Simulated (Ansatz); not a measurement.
# GeH₄O: what the fields show

```xyz
6

Ge   -0.3506    0.0626    0.6200
O     0.2774   -1.6103    0.7868
H     0.9802   -1.8124    0.1616
H    -0.9309    0.2669   -0.7944
H    -1.4386    0.1604    1.6942
H     0.7845    1.0766    0.8691
```

Geometry: B3LYP-D4/def2-TZVP.

The calculation used isolated molecule in a Gaussian basis; Kohn-Sham density functional theory, functional PBE0 (Ansatz 0.2.0).

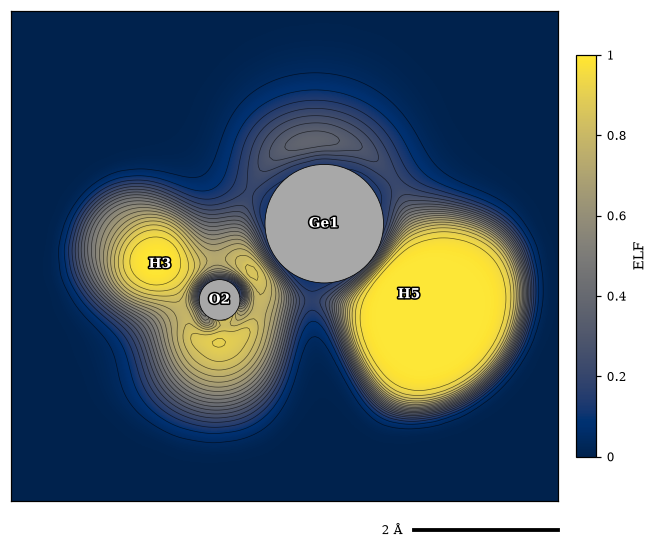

Figure 1. Electron localisation function on the plane of atoms Ge1, O2 and H3. Grey discs cover the atomic cores.

**Describe what can be read from this map.**

Atoms in the plane: Ge, O and H. Ge–O (1.79 Å): the ELF peaks at about 0.85 in the valence shell of O, 0.6 Å from its nucleus, and is about 0.35 at the midpoint. O–H (0.96 Å): the ELF climbs to about 1 towards the hydrogen, as it does in any bond to H (an ordinary covalent bond to hydrogen). Ge–H (1.53 Å): the ELF climbs to about 1 towards the hydrogen. The ELF also peaks beside O2, away from the bonds: lone-pair regions.

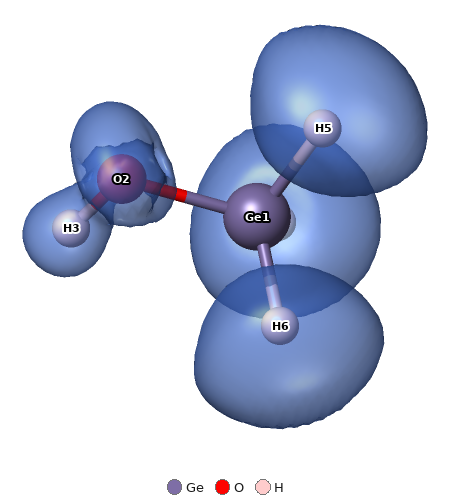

Figure 2. Isosurface of the electron localisation function at 0.8 (blue), seen at a tilt. Core shells and regions of very low density are left out.

**Identify the bonds, lone pairs and shells in this picture.**

The ELF exceeds this value in three regions around hydrogen nuclei and one joined region spread over several atoms (H, O), in which their bonds and any lone pairs are merged.

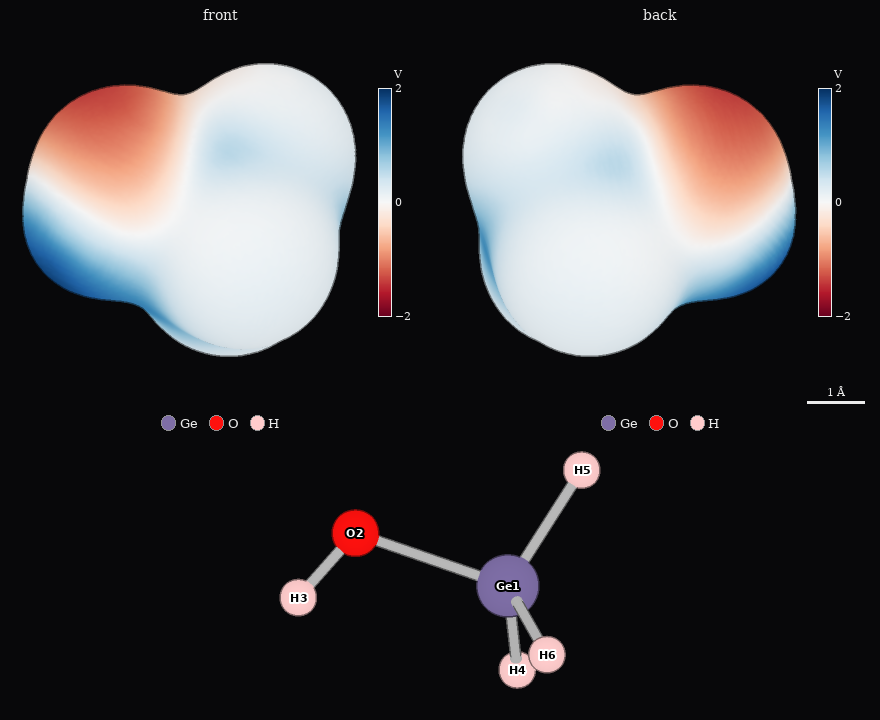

Figure 3. The electrostatic potential painted on the density surface at 0.001 e/bohr³, seen from the front and from behind; red is negative and blue positive. The bare structure is drawn below in the same view.

**Which sites attract a positive test charge, and which a negative one?**

A positive charge is drawn to the negative regions and a negative charge to the positive ones. The most negative region (about −1.4 V) lies over O2, the most positive (about +1.8 V) over H3. O2 is the likeliest acceptor of a hydrogen bond.
